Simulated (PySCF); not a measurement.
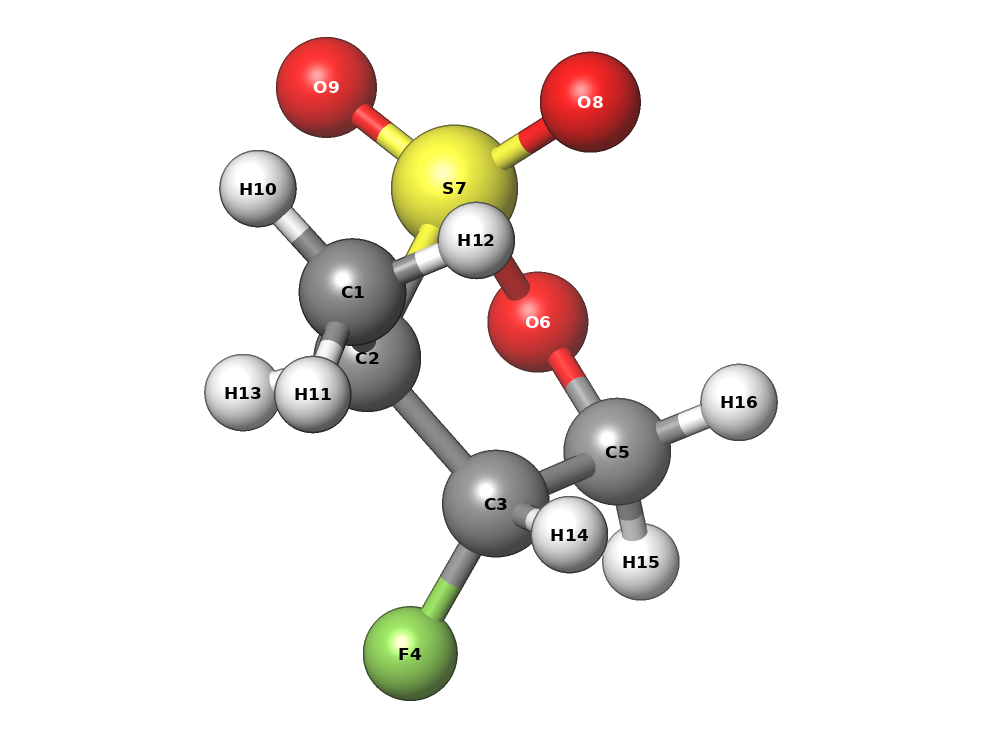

Computed geometry: GFN2-xTB optimisation. No frequency run is at hand to confirm it as a minimum. Electric field gradients from the ground-state density, PBE0/pcSseg-1 (PySCF 2.14.0), non-relativistic apart from any core potentials.

Give the largest field-gradient component, the quadrupole coupling constant and the asymmetry for 17O at O6 (Q = −25.6 mb), 33S at S7 (Q = −67.81 mb), 17O at O8 (Q = −25.6 mb), 17O at O9 (Q = −25.6 mb).

```
atom  V_zz (a.u.)  e²qQ/h (MHz)     η
  O6       −1.805         10.86  0.90
  S7        0.928        −14.79  0.13
  O8        1.245         −7.49  0.17
  O9        1.296         −7.80  0.30
```
